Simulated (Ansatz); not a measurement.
La (dhcp type, space group P6_3/mmc)

```
CELL_PARAMETERS angstrom
      3.78558     0.00000     0.00000
     -1.89279     3.27841     0.00000
      0.00000     0.00000    12.03275
ATOMIC_POSITIONS crystal
  La 0.00000 0.00000 0.00000
  La 0.00000 0.00000 0.50000
  La 0.33333 0.66667 0.25000
  La 0.66667 0.33333 0.75000
```

Equation-of-state scan: isotropic scaling of the cell above, V₀ being its volume. Symmetry pins the atoms to their sites.

All values below come from r2SCAN (plane waves to 500 eV, PAW, scalar-relativistic; Ansatz, a program for electronic structure). k mesh 14×14×4 (Γ-centred), Fermi-Dirac smearing 0.05 eV. E stands for the smeared free energy. With the shape held, the modulus is that of even scaling; a crystal free to change shape is softer. La is run without spin polarisation. La was relaxed with its symmetry unable to fall. ΔE is measured from the relaxed starting cell.

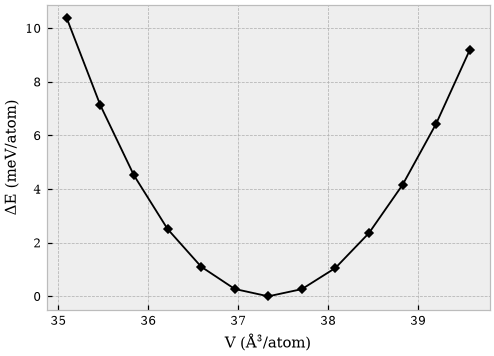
Figure: ΔE (meV/atom) against V (Å³/atom); markers are the computed points, lines only join them.

The pressure for 5 % compression (fit) is 1.3 GPa. The energy cost of the largest expansion is 9 meV/atom and the bulk modulus at fixed cell shape B₀ (third-order Birch-Murnaghan fit) is 23.3 GPa. The energy cost of the largest compression comes out as 10 meV/atom. The pressure at the smallest volume is 1.5 GPa.

P = (3B₀/2)(x⁷ − x⁵)[1 + ¾(B₀′ − 4)(x² − 1)] with x = (1/0.95)^(1/3), B₀ = 23.3 GPa and B₀′ = 2.01.

(A scan under strain: stresses follow from slopes of the energy per volume, elastic moduli from its curvatures.)
